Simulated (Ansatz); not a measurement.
**Response to strain in Be**

The reference is Be in the hcp (Mg type) structure (space group P6_3/mmc, No. 194; a = 2.2627 Å, c = 3.5664 Å; relaxed with 0.1 eV smearing). Axes: x lies along a and z along c of the hexagonal cell.

Strains are applied to the cell and any free atomic positions relax.

Calculations: Ansatz (an electronic-structure program), PBE, PAW, cutoff 420 eV, no SOC.

Notes on the quantities. energy relative to the base: free energy F.

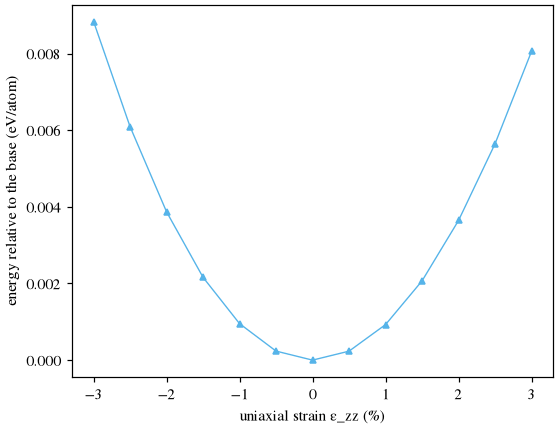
Figure. Energy relative to the base against uniaxial strain ε_zz

| uniaxial strain ε_zz (%) | energy relative to the base |
|---|---|
| -3 | +8.8 meV/atom |
| -2.5 | +6.1 meV/atom |
| -2 | +3.9 meV/atom |
| -1.5 | +2.2 meV/atom |
| -1 | +1.0 meV/atom |
| -0.5 | +0.2 meV/atom |
| 0.5 | +0.2 meV/atom |
| 1 | +0.9 meV/atom |
| 1.5 | +2.1 meV/atom |
| 2 | +3.6 meV/atom |
| 2.5 | +5.6 meV/atom |
| 3 | +8.1 meV/atom |

Stability against distortions was not tested.
